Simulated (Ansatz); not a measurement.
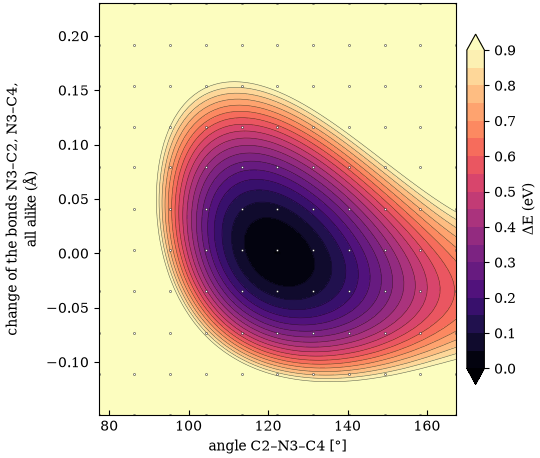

C4H7NO, SMILES CCN=C=CO. Coordinates scanned: (1) angle C2–N3–C4; (2) change of the bonds N3–C2, N3–C4, all alike. Nothing is relaxed (all other coordinates rigid). Grid: 11 × 11 points. Points are written as (first, second). Energies: eV, counted from the lowest grid point. Theory: Ansatz, RKS PBE-D4/def2-SVP.

The picture shows filled contours, dots at the grid points, one colour for all values above the top of the scale. Between grid points the surface is interpolated.

### Estimate the position of the minimum and the force constants in these coordinates.

The interpolated minimum is at angle C2–N3–C4 ≈ 122.4°, the second coordinate ≈ 0.000 Å. The curvatures there are about 4.7 eV/rad² and 111 eV/Å², with a cross term of about 7.2 eV/(rad·Å). Round the minimum the valley is somewhat tilted: raising angle C2–N3–C4 shifts the best value of the second coordinate downwards (coupling k₁₂/√(k₁₁k₂₂) about 0.3).
